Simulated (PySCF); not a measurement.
**EPR calculation, with input and output: BSiNH$_{6}$ (charge −1)**

System: BSiNH$_{6}$, charge −1, multiplicity 2.
Method: UKS B3LYP, pcH-1 on B H N Si, non-relativistic, mean-field spin-orbit, GIAO (PySCF 2.14.0).

It belongs to a series of runs on one base structure; here: X = H replaced by NHSiH3.

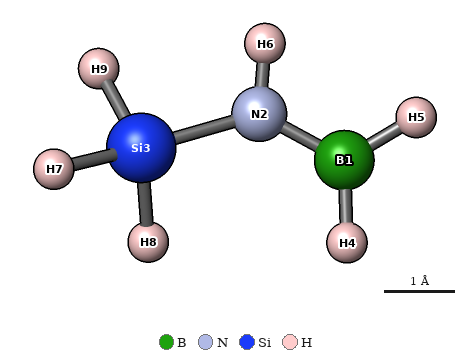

**Figure 1.** The structure as given in the input (ball-and-stick view, seen on its broad side; atoms are numbered from 1 in the order of the input). Bond lengths as drawn: B–H 1.19 to 1.20 Å, B–N 1.39 Å, H–N 1.01 Å, H–Si 1.49 to 1.57 Å and N–Si 1.80 Å.

### Summary

```tsv
quantity	value
outcome	converged
total energy	−372.728624 hartree
⟨S²⟩	0.755
isotropic g	2.0030
hardware	1 CPU thread, shared host
wall time	12 s
peak memory	0.48 GiB
```

### Input file
```
{"job": {"kind": "epr", "basis": "pcH-1"}, "charge": -1, "multiplicity": 2}
B      1.614204    -0.216526    -0.242820
N      0.460485     0.309432     0.334714
Si    -1.288695    -0.079051     0.177639
H      1.544261    -0.926607    -1.195252
H      2.695530     0.013886     0.229356
H      0.630130     0.852563     1.175210
H     -2.613834    -0.871073     0.442537
H     -1.271701    -0.285850    -1.293006
H     -1.756817     1.209219     0.773681
```

The first line tells a small driver script what to run in PySCF; the rest is the geometry in Å.

Launch command:
```bash
OMP_NUM_THREADS=1 python <driver script> task.json out
```

### Output
```
UKS, coarse grid
  cycle   1  E = -372.64928475  |g| = 3.68e-01
  cycle   2  E = -372.55974313  |g| = 5.82e-01
  cycle   3  E = -372.72454021  |g| = 8.83e-02
  cycle   4  E = -372.72784272  |g| = 3.34e-02
  cycle   5  E = -372.72853916  |g| = 1.03e-02
  cycle   6  E = -372.72862060  |g| = 2.67e-03
  cycle   7  E = -372.72862900  |g| = 1.15e-03
  cycle   8  E = -372.72863136  |g| = 3.00e-04
UKS, final grid
  cycle   1  E = -372.72862379  |g| = 3.18e-04
  cycle   2  E = -372.72862371  |g| = 5.78e-04
  cycle   3  E = -372.72862389  |g| = 7.85e-05
  cycle   4  E = -372.72862390  |g| = 4.44e-05
  cycle   5  E = -372.72862390  |g| = 7.75e-06
E = -372.72862390 Eh   <S^2> = 0.7546 (exact 0.7500)
g shifts (ppm)      1          2          3
  rmc          -102       -102       -102
  gc              9         14         21
  oz_so        -459       1090       1718
  total        -551       1002       1637
hyperfine (MHz)  atom isotope    a_iso     a_fc   dipolar eigenvalues
    0   11B      13.90      13.92    -11.58    -10.48     22.06
    1   14N      63.87      63.88     -6.07     -0.03      6.10
    2  29Si    -349.34    -350.01    -85.38     36.67     48.71
    3    1H     -12.89     -12.89     -4.08     -0.57      4.65
    4    1H     -11.86     -11.86     -6.29      0.78      5.50
    5    1H       1.32       1.32     -5.69     -1.47      7.16
    6    1H     162.52     162.50     -7.25     -0.39      7.65
    7    1H     -23.09     -23.11     -5.98     -1.22      7.19
    8    1H     -28.17     -28.19     -6.69     -1.64      8.33
```

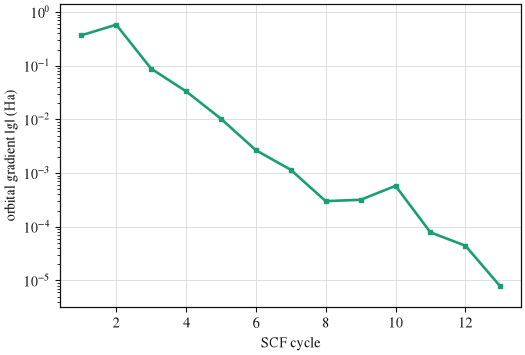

**Figure 2.** Convergence of the self-consistent field: orbital gradient |g| against the SCF cycle. All cycles printed in the log are drawn one after another.

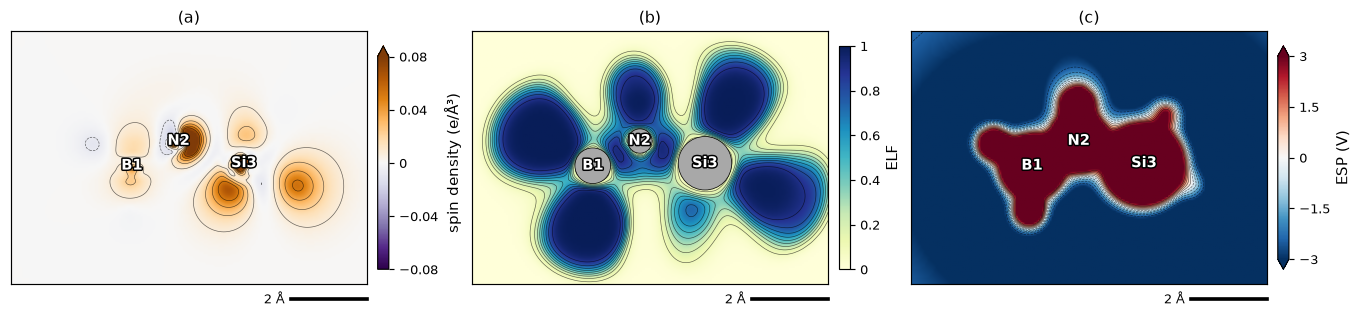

**Figure 3.** (a) spin density (α minus β); (b) electron localisation function; (c) molecular electrostatic potential on the plane of atoms B1, N2 and Si3. Grey discs, where drawn, cover atomic cores. The section cuts through B, N and Si sites. Si–N (1.80 Å): the ELF peaks at about 0.95 between the atoms, which marks a shared but strongly polarised pair. The unpaired spin (1 electron) lies mostly on Si3 (about 0.6), B1 (about 0.2) and H7 (about 0.1), in electrons by Hirshfeld's partition.

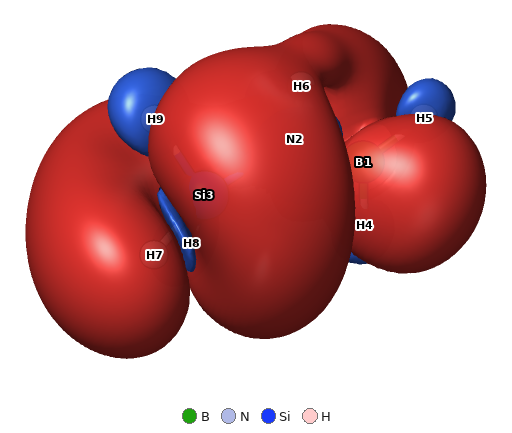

**Figure 4.** Isosurfaces of the spin density (α minus β) at +0.002 (red) and −0.002 e/Å³ (blue), seen at a tilt. The unpaired spin (1 electron) lies mostly on Si3 (about 0.6), B1 (about 0.2) and H7 (about 0.1), in electrons by Hirshfeld's partition.
